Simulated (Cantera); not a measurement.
Feed: 1 mol n-butane, 0.12 mol O₂, 12 mol H₂, equilibrated at 0.600 bar.

Equilibrium computed with Cantera from the NASA thermochemical tables; the gas is ideal and each condensed phase is pure. Candidate condensed phases: C, C₆H₆, C₇H₈, C₈H₁₈, H₂O; 131 gas species. Ions and electrons are included (thermal ionisation). Kinetics and transport are ignored.

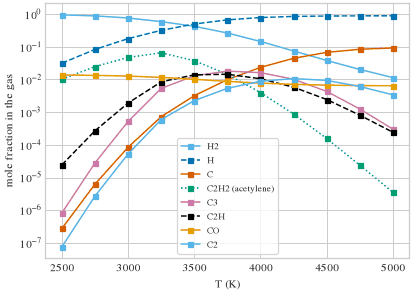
Equilibrium gas composition (values under 1e-9 drawn at 1e-9)

From 2500 K to 3000 K the condensed part is C(graphite). From 3250 K to 5000 K nothing is condensed. The main C-bearing gas is C₂H₂ (acetylene) at 2500 K and C at 5000 K.
